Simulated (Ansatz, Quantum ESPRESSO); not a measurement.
# Hf(0001), 5 layers against a metal electrode: the electrode's level over the Fermi level at a withheld member of a series

**Set-up.** Quantum ESPRESSO 7.5, PBE, GBRV ultrasoft. The slab is relaxed neutral, then held. ESM with bc3: vacuum below and a metal electrode about 6 Å above the top atoms. Cold smearing of 0.02 Ry. Charges are set per cell from the starting area. The slabs take the lattice constants of the bulk relaxed by the same program. The series steps the charge of the slab (positive: electrons removed).

```
charge of the slab  electrode's level over the Fermi level (eV)
     1 ×10¹³ e/cm²                                        5.097
     2 ×10¹³ e/cm²                                        5.777
     3 ×10¹³ e/cm²                                        6.468
     6 ×10¹³ e/cm²                                        8.604
     7 ×10¹³ e/cm²                                        9.334
     8 ×10¹³ e/cm²                                       10.072
```

**Question.** What is the electrode's level over the Fermi level at 4.5 ×10¹³ e/cm²?

**Fit.** The rows at 3 ×10¹³ e/cm² and 6 ×10¹³ e/cm² give a slope of (8.604 − (6.468))/(6 − (3)) = 0.712, so a straight line gives 7.536 eV. A parabola through these and the row at 2 ×10¹³ e/cm² gives 7.524 eV.

**The withheld run.** 7.526 eV. The line misses by +0.010 and the parabola by −0.002 eV. Both misses are under 5 % of the step from the nearer row.

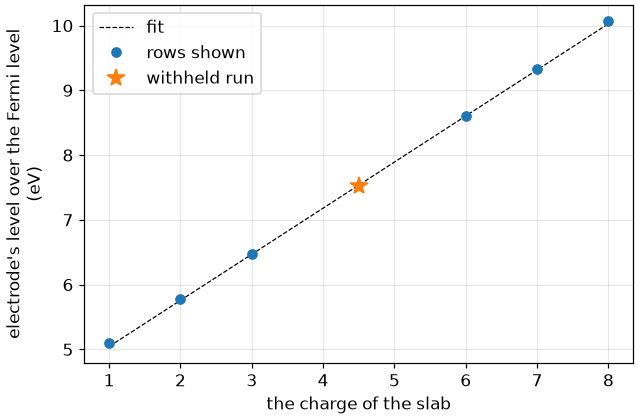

The rows shown, the fit and the withheld run.

**Limits.** Vacuum fills the gap; ions don't answer the charge; added electrons can spill towards the electrode at the most negative charges. Members without a usable value, or on the other side of zero field or charge, are not listed.

[Logs are printed without paths, hosts, clocks, repeated set-up lines and the standing remarks that a program may print on its own settings, such as how far it seeks lower states.]
